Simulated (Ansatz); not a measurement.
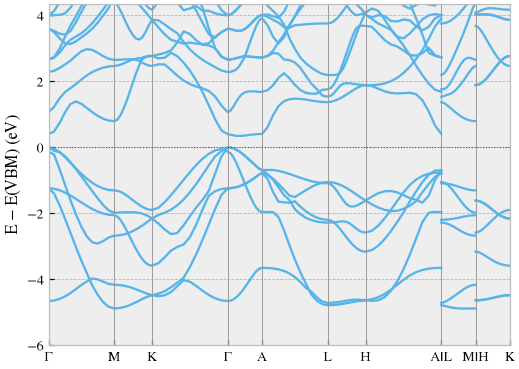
Band structure from r²SCAN (plane waves, PAW; program Ansatz)

**Question.** Read off the gap and where the band edges lie.

**Answer.** About 0.3 eV (0.35 eV by a search for the band edges); maximum at Γ, minimum on the Γ–A line, 32 % of the way from Γ.

**Question.** Pick the material that matches.
(A) Rb2NbF6, P-3m1 (Rb on 2d, Nb on 1a, F on 6i)
(B) SrCd2Sb2, P-3m1 (Sr on 1a, Cd on 2d, Sb on 2d)
(C) HgTe, P3_221 (Hg on 3a, Te on 3b)
(D) BiTeBr, P3m1 (Bi on 1a, Te on 1b, Br on 1c)

**Answer.** B, SrCd2Sb2, P-3m1 (Sr on 1a, Cd on 2d, Sb on 2d)

The workflow started from an entry of the Crystallography Open Database (COD). Whether it is the stable phase at ambient conditions was not checked. The r²SCAN relaxation kept the symmetry of its start; its stability against distortions is not shown here. Spin–orbit coupling is left out wherever it is not named.

Potentials: the later of the program's two PAW sets.
